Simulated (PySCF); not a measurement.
```yaml
atoms:
  - { symbol: C, position_ang: [1.9529, 0.8899, -0.2006] }
  - { symbol: C, position_ang: [1.2691, -0.2105, 0.0462] }
  - { symbol: C, position_ang: [0.0476, -0.6261, -0.7125] }
  - { symbol: C, position_ang: [-1.1673, -0.7727, 0.2180] }
  - { symbol: F, position_ang: [-2.2394, -1.2356, -0.4999] }
  - { symbol: C, position_ang: [-1.4664, 0.5714, 0.8459] }
  - { symbol: O, position_ang: [-1.0213, 0.9655, 1.8725] }
  - { symbol: Cl, position_ang: [-2.4912, 1.5748, -0.1508] }
  - { symbol: H, position_ang: [1.6661, 1.5749, -0.9815] }
  - { symbol: H, position_ang: [2.8307, 1.1505, 0.3638] }
  - { symbol: H, position_ang: [1.5748, -0.8824, 0.8366] }
  - { symbol: H, position_ang: [-0.1934, 0.1002, -1.4908] }
  - { symbol: H, position_ang: [0.2102, -1.5989, -1.1847] }
  - { symbol: H, position_ang: [-0.9732, -1.5016, 1.0157] }
```

Geometry: GFN2-xTB.

Computed with PySCF 2.14.0, PBE0/pcSseg-1, SCF density, gas phase, non-relativistic.

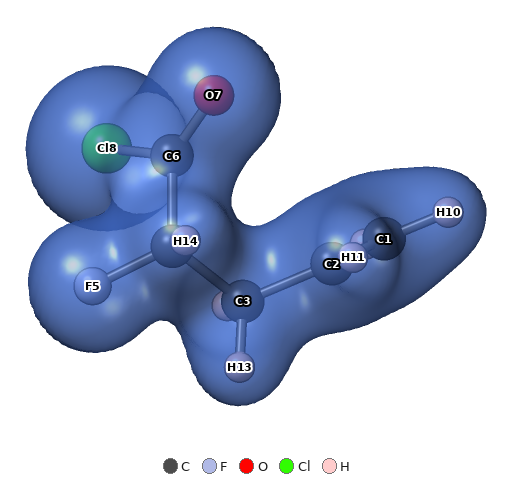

C$_{5}$H$_{6}$ClFO (SMILES C=CC[C@H](F)C(=O)Cl). Isosurface of the electron density at 0.2 e/Å³ (blue), seen at a tilt.

Q: What does this surface tell about the bonding?

A: At this value the surface is in one piece. It bridges the sampled C–O (1.19 Å), C–C (1.32 Å), C–F (1.37 Å) and C–Cl (1.75 Å) contacts, where the density stays above the isovalue. On the grid the lowest density along these lines, outside the cores, is 3 e/Å³ (C–O, 1.19 Å), 2.3 e/Å³ (C–C, 1.32 Å), 1.7 e/Å³ (C–F, 1.37 Å) and 1.4 e/Å³ (C–Cl, 1.75 Å).
